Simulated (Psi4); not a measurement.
**UM06-2X/def2-SVPD run of [B2H2F2]− (SMILES [BH2-]B(F)F)**

Aim: the energy change on altering one bond length of [B2H2F2]− at UM06-2X/def2-SVPD, from 2 runs. 

Program for the calculation: Psi4 1.11.

**1. The system as given**

The species is [B2H2F2]− (6 atoms), meant as a doublet with charge -1. SMILES: `[BH2-]B(F)F`. The shape is that of a GFN2-xTB optimisation.

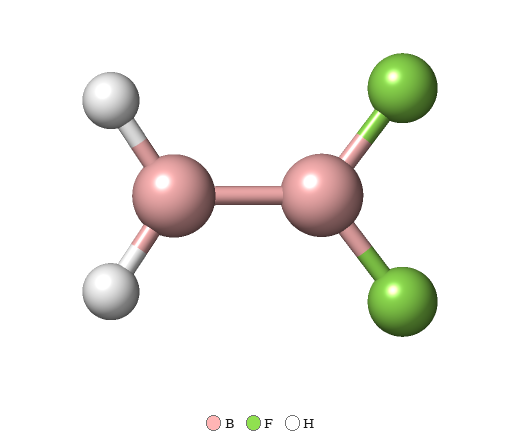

The structure, seen from a chosen angle (boron pink, fluorine green, hydrogen white).

**2. Energy and gradient at UM06-2X/def2-SVPD**

b2f2h2.json reads:

```json
{
 "schema_name": "qcschema_input",
 "schema_version": 1,
 "molecule": {
  "schema_name": "qcschema_molecule",
  "schema_version": 2,
  "symbols": ["B", "B", "F", "F", "H", "H"],
  "geometry": [-0.61998135, 1.4220945, -0.41696807, 0.52846191, -1.20723264, 0.35356776, -0.09805789, -3.6120981, -0.64403756, 2.40528121, -1.68591916, 2.20043489, -2.22921542, 1.67936181, -2.01730154, 0.01351154, 3.40379359, 0.52430451],
  "molecular_charge": -1,
  "molecular_multiplicity": 2,
  "fix_symmetry": "c1"
 },
 "driver": "gradient",
 "model": {
  "method": "m06-2x",
  "basis": "def2-SVPD"
 },
 "keywords": {
  "reference": "uks",
  "puream": true,
  "e_convergence": 1e-09,
  "d_convergence": 1e-08,
  "scf_type": "pk",
  "dft_radial_points": 99,
  "dft_spherical_points": 590,
  "maxiter": 200
 }
}
```

Started as:

```bash
$ psi4 --qcschema b2f2h2.json -n 1 --memory 1600MB
```

stdout:

```text
[...]
  Running in c1 symmetry.
[...]
  Nuclear repulsion =   91.248502672931494
[...]
  Multiplicity = 2
[...]
  Nalpha       = 16
  Nbeta        = 15
[...]
    Number of basis functions: 102
[...]
   @UKS iter   1:  -250.27079342744406   -8.28771e-01   5.16546e-03 ADIIS/DIIS
[...]
   @UKS iter  12:  -250.43174020047488   -5.88329e-12   3.39752e-09 DIIS
[...]
   @S^2 Observed:                7.530517324E-01
[...]
    Orbital Energies [Eh]
    ---------------------
    Alpha Occupied:
       1A    -25.038393     2A    -25.038171     3A     -6.910451
       4A     -6.795586     5A     -1.112787     6A     -1.077417
       7A     -0.449839     8A     -0.384921     9A     -0.380384
      10A     -0.351275    11A     -0.318945    12A     -0.305939
      13A     -0.282749    14A     -0.174135    15A     -0.173757
      16A     -0.016637
    Alpha Virtual:
      17A      0.178249    18A      0.193188    19A      0.249228
      20A      0.270443    21A      0.285136    22A      0.295354
      23A      0.297392    24A      0.321816    25A      0.328983
[...]
  @UKS Final Energy:  -250.43174020047488
   => Energetics <=
    Nuclear Repulsion Energy =             91.2485026729314939
    One-Electron Energy =                -534.0027935222360611
    Two-Electron Energy =                 206.6877976608299434
    DFT Exchange-Correlation Energy =     -14.3652470120002942
    Empirical Dispersion Energy =           0.0000000000000000
    VV10 Nonlocal Energy =                  0.0000000000000000
    Total Energy =                       -250.4317402004748772
[...]
 Multipole Moments:
 ------------------------------------------------------------------------------------
     Multipole            Electronic (a.u.)      Nuclear  (a.u.)        Total (a.u.)
 ------------------------------------------------------------------------------------
 L = 1.  Multiply by 2.5417464519 to convert [e a0] to [Debye]
 Dipole X            :          2.0851909           -1.5402047            0.5449861
 Dipole Y            :         -4.7792447            3.5327916           -1.2464531
 Dipole Z            :          1.4044589           -1.0375927            0.3668662
 Magnitude           :                                                    1.4089876
[...]
  -Total Gradient:
     Atom            X                  Y                   Z
    ------   -----------------  -----------------  -----------------
       1        0.012018247732    -0.027595511573     0.008257327680
       2       -0.021852360748     0.051181731174    -0.015012429127
       3       -0.001490136712    -0.017015202985    -0.003922664439
       4        0.011474805688    -0.006818768686     0.010869524893
       5        0.003461762190     0.002836138127     0.003940363510
       6       -0.003589596895    -0.002677165289    -0.004092920137
[...]
```

The result, in JSON:

```text
{
 "driver": "gradient",
 "model": {
  "method": "m06-2x",
  "basis": "def2-SVPD"
 },
 "success": true,
 "return_result": [0.01201824773156457, -0.027595511572812582, 0.008257327680149735, -0.021852360748357127, 0.05118173117393715, -0.015012429127334784, -0.0014901367124427606, -0.017015202985099717, -0.003922664438941667, 0.011474805687549883, -0.006818768686157162, 0.010869524893444532, 0.003461762189607781, 0.0028361381270197057, 0.003940363510435488, -0.00358959689460793, -0.002677165289368927, -0.004092920136845354],
 "properties": {
  "calcinfo_nbasis": 102,
  "calcinfo_nmo": 102,
  "calcinfo_nalpha": 16,
  "calcinfo_nbeta": 15,
  "calcinfo_natom": 6,
  "nuclear_repulsion_energy": 91.2485026729315,
  "return_energy": -250.43174020047488,
  "return_gradient": [0.01201824773156457, -0.027595511572812582, 0.008257327680149735, -0.021852360748357127, 0.05118173117393715, -0.015012429127334784, -0.0014901367124427606, -0.017015202985099717, -0.003922664438941667, 0.011474805687549883, -0.006818768686157162, 0.010869524893444532, 0.003461762189607781, 0.0028361381270197057, 0.003940363510435488, -0.00358959689460793, -0.002677165289368927, -0.004092920136845354],
  "scf_one_electron_energy": -534.0027935222361,
  "scf_two_electron_energy": 206.68779766082994,
  "scf_xc_energy": -14.365247012000294,
  "scf_dipole_moment": [0.5449861277285362, -1.2464531089195017, 0.36686621161202826],
  "scf_total_energy": -250.43174020047488,
  "scf_total_gradient": [0.01201824773156457, -0.027595511572812582, 0.008257327680149735, -0.021852360748357127, 0.05118173117393715, -0.015012429127334784, -0.0014901367124427606, -0.017015202985099717, -0.003922664438941667, 0.011474805687549883, -0.006818768686157162, 0.010869524893444532, 0.003461762189607781, 0.0028361381270197057, 0.003940363510435488, -0.00358959689460793, -0.002677165289368927, -0.004092920136845354],
  "scf_iterations": 12
 }
}
```

It took 59 s on 1 thread of Intel Xeon Platinum 8488C (Sapphire Rapids), shared host; peak memory 0.75 GiB.

**3. The distorted shape at the same level**

b2f2h2.inp reads:

```
memory 1.6 GB

molecule molecule1 {
  -1 2
  B     -0.428649     0.437938    -0.370080
  B      0.179081    -0.953442     0.037670
  F     -0.152459    -2.226042    -0.490240
  F      1.172251    -1.206752     1.014990
  H     -1.280219     0.574078    -1.216940
  H      0.007150     1.801210     0.277450
  symmetry c1
  no_reorient
  no_com
}

set globals {
  basis def2-SVPD
  reference uks
  puream true
  e_convergence 1e-09
  d_convergence 1e-08
  scf_type pk
  dft_radial_points 99
  dft_spherical_points 590
  maxiter 200
}

e_tot, wfn = gradient("m06-2x", return_wfn=True)
print_variables()
```

Started as:

```bash
$ psi4 b2f2h2.inp b2f2h2.out -n 1
```

b2f2h2.out, shortened:

```text
[...]
  Running in c1 symmetry.
[...]
  Nuclear repulsion =   90.387352839085366
[...]
  Multiplicity = 2
[...]
  Nalpha       = 16
  Nbeta        = 15
[...]
    Number of basis functions: 102
[...]
   @UKS iter   1:  -250.24296036673937   -8.76018e-01   5.11451e-03 DIIS/ADIIS
[...]
   @UKS iter  13:  -250.40415243432108   -2.92744e-12   3.08079e-09 DIIS
[...]
   @S^2 Observed:                7.549026002E-01
[...]
  @UKS Final Energy:  -250.40415243432108
   => Energetics <=
    Nuclear Repulsion Energy =             90.3873528390853664
    One-Electron Energy =                -532.0433356905330129
    Two-Electron Energy =                 205.5792913372471276
    DFT Exchange-Correlation Energy =     -14.3274609201205259
    Empirical Dispersion Energy =           0.0000000000000000
    VV10 Nonlocal Energy =                  0.0000000000000000
    Total Energy =                       -250.4041524343210767
[...]
 Multipole Moments:
 ------------------------------------------------------------------------------------
     Multipole            Electronic (a.u.)      Nuclear  (a.u.)        Total (a.u.)
 ------------------------------------------------------------------------------------
 L = 1.  Multiply by 2.5417464519 to convert [e a0] to [Debye]
 Dipole X            :        -12.6028403           12.5803207           -0.0225197
 Dipole Y            :         59.2482772          -58.7655276            0.4827495
 Dipole Z            :         -3.9606624            4.0085060            0.0478436
 Magnitude           :                                                    0.4856369
[...]
  -Total Gradient:
     Atom            X                  Y                   Z
    ------   -----------------  -----------------  -----------------
       1       -0.002583957615    -0.076722435830    -0.013974801203
       2       -0.027120008089     0.050783331808    -0.020439557295
       3       -0.000388514177    -0.020043861961    -0.003275240433
       4        0.013189804757    -0.007076009501     0.012560159739
       5        0.001049733191    -0.001842645903     0.000783817589
       6        0.015963138011     0.055069441123     0.024467415437
[...]
```

Wall time 61 s (1 thread of Intel Xeon Platinum 8488C (Sapphire Rapids), shared host); peak memory 0.74 GiB.

**4. Results**

At UM06-2X/def2-SVPD:

```
                                                         quantity          value
                                        first shape: total energy  -250.43174 Eh
                  first shape: HOMO energy (highest over α and β)       -0.45 eV
                   first shape: LUMO energy (lowest over α and β)        4.16 eV
                                                first shape: ⟨S²⟩          0.753
                            first shape: largest force on an atom     2.964 eV/Å
                                    distorted shape: total energy  -250.40415 Eh
              distorted shape: HOMO energy (highest over α and β)       -0.76 eV
               distorted shape: LUMO energy (lowest over α and β)        3.98 eV
                                            distorted shape: ⟨S²⟩          0.755
                        distorted shape: largest force on an atom     4.012 eV/Å
energy change with the B1–H6 bond stretched from 1.208 to 1.571 Å       0.751 eV
```

**Reading.** With the B1–H6 bond stretched from 1.208 to 1.571 Å the energy rises by 0.75 eV (72.4 kJ/mol). The first shape isn't relaxed at this level, so the change isn't measured from a minimum. The largest force (first shape) is 2.96 eV/Å: the shape isn't a stationary point for this species at this level.
